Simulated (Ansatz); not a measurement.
## Electronic structure of H2Sn···HF in real space

The calculation's input:

```
crystal:
  periodic: [false, false, false]
  atoms:
    - {symbol: Sn, position_ang: [0.198724, 1.172882, 0.017875]}
    - {symbol: F, position_ang: [-0.005925, -1.319920, -0.682832]}
    - {symbol: H, position_ang: [0.260920, -1.440899, -1.560022]}
    - {symbol: H, position_ang: [-1.414154, 1.000972, 0.722627]}
    - {symbol: H, position_ang: [0.960435, 0.586864, 1.502452]}
basis:
  gaussian: {orbitals: def2-TZVPP}
hamiltonian: {xc: pbe0, dispersion: d4}
output: {orbitals: {seedname: orbitals}}
```

Run with:

```sh
ansatz run in.yaml --threads 2 --pin off --events-out ev --progress --plain --max-ram 4352MiB
```

The product side of a reaction path; geometry: PBE0-D4/def2-TZVP; core potentials replace the inner electrons of Sn.

These are results of RKS PBE0-D4/def2-TZVPP (Ansatz 0.2.0), not measurements.

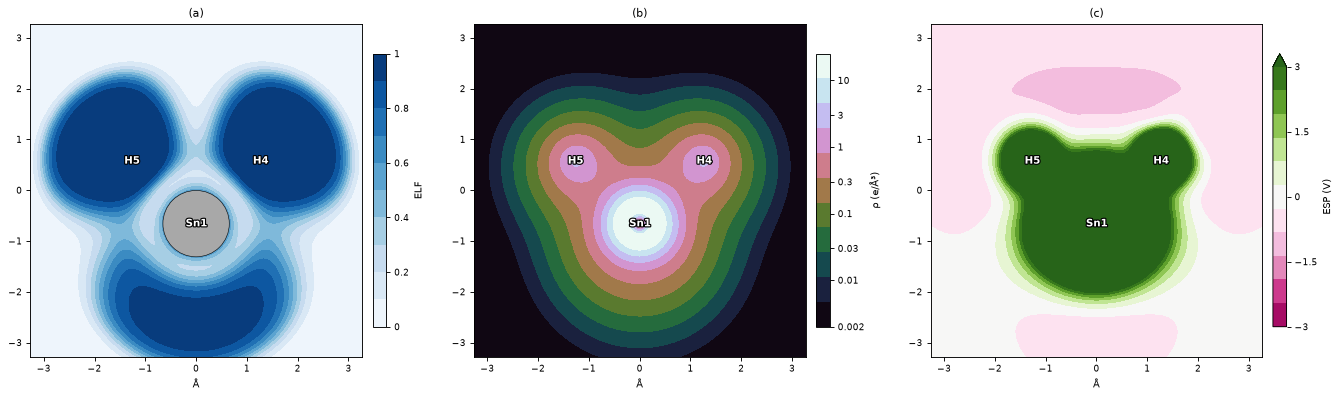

Figure 1. (a) ELF; (b) electron density; (c) molecular electrostatic potential on the plane of atoms H4, Sn1 and H5. Grey discs cover the atomic cores in the ELF map.

Q: Describe what can be read from this map.

A:
- Atoms in the plane: Sn and H.
- Sn–H (1.77 Å): ρ is about 1 e/Å³ halfway; the ELF climbs to about 1 towards the hydrogen.
- Outside the dense part of the complex the potential is most negative (−1.0 V) near H4 and H5.

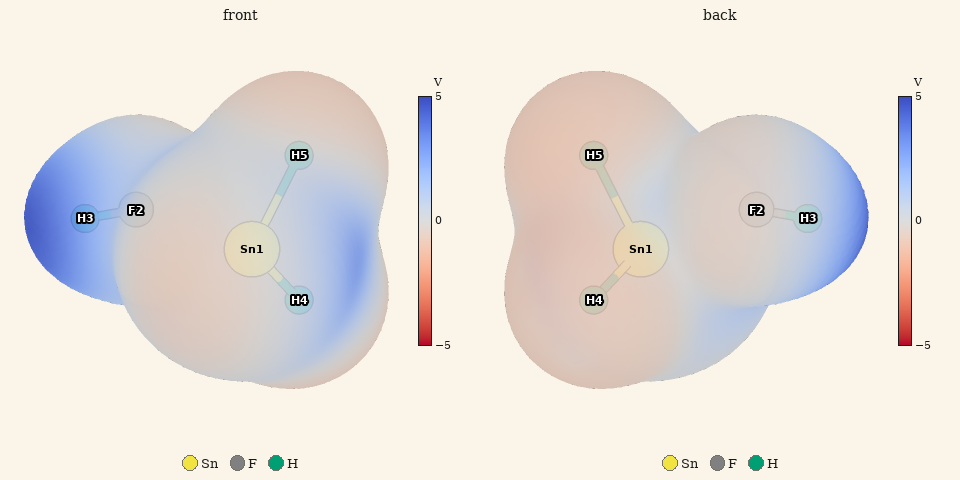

Figure 2. The molecular electrostatic potential painted on the density surface at 0.002 e/bohr³, seen from the front and from behind; the colour scale runs from red (negative) to blue (positive).

Q: Which sites attract a positive test charge, and which a negative one?

A: A positive charge is drawn to the negative regions and a negative charge to the positive ones. The most negative region (about −1.0 V, or −23 kcal/mol for a unit charge) lies over Sn1, H4 and H5, the most positive (about +4.4 V, or +101 kcal/mol for a unit charge) over H3.

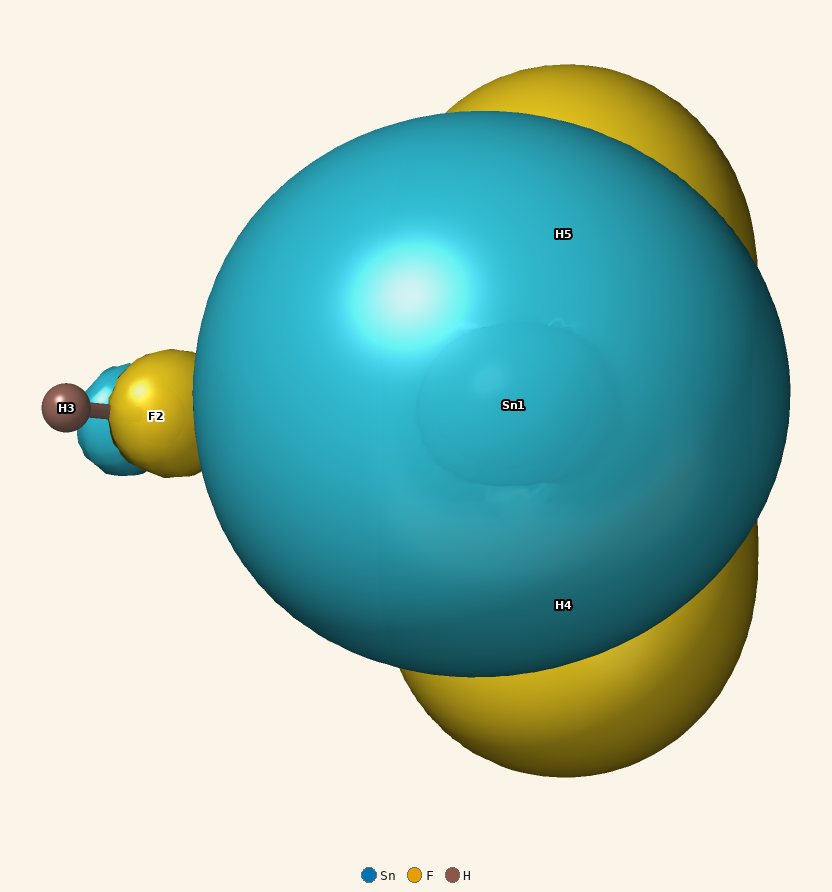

Figure 3. The HOMO at ±0.06 Å⁻³ᐟ² (yellow and cyan are the two phases), seen across its widest extent.

Q: What is the character of this orbital?

A: By Hirshfeld shares it lies mainly on Sn1 (about 75 %), H4 (about 10 %) and H5 (about 10 %). Its energy is −6.21 eV.
